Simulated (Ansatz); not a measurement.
The calculation's input:

```
crystal:
  periodic: [false, false, false]
  atoms:
    - {symbol: O, position_ang: [-0.584068, 1.982852, 0.426894]}
    - {symbol: Al, position_ang: [0.533238, 0.838638, -0.117373]}
    - {symbol: S, position_ang: [0.881894, -1.008201, 1.172492]}
    - {symbol: B, position_ang: [-0.121410, -1.624574, -0.119442]}
    - {symbol: F, position_ang: [-0.509728, -0.638921, -1.050964]}
    - {symbol: H, position_ang: [-1.200855, 1.848459, 1.143173]}
    - {symbol: H, position_ang: [1.619122, 1.261143, -1.164659]}
    - {symbol: H, position_ang: [-0.525993, -2.716494, -0.345822]}
basis:
  gaussian: {orbitals: def2-TZVPP}
hamiltonian: {xc: pbe0, dispersion: d4}
output: {orbitals: {seedname: orbitals}}
```

Launched as:

```sh
ansatz run in.yaml --threads 2 --pin off --events-out ev --progress --plain --max-ram 4352MiB
```

Geometry: PBE0-D4/def2-TZVP.

The calculation used RKS PBE0-D4/def2-TZVPP (Ansatz 0.2.0).

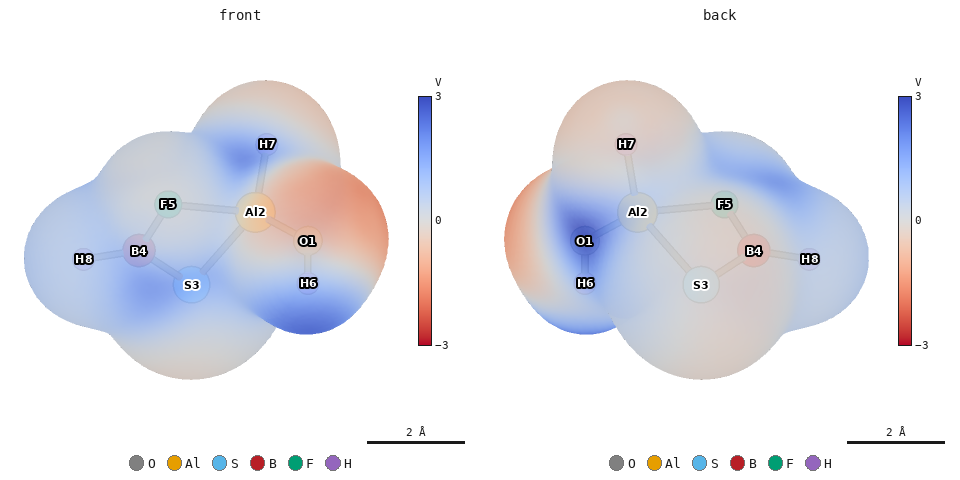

AlBFH3OS. The molecular electrostatic potential painted on the density surface at 0.002 e/bohr³, seen from the front and from behind; the colour scale runs from red (negative) to blue (positive).

Q: Which sites attract a positive test charge, and which a negative one?

A: A positive charge is drawn to the negative regions and a negative charge to the positive ones. The most negative region (about −1.5 V, or −35 kcal/mol for a unit charge) lies over O1, the most positive (about +2.6 V, or +60 kcal/mol for a unit charge) over Al2. O1 is the likeliest acceptor of a hydrogen bond.
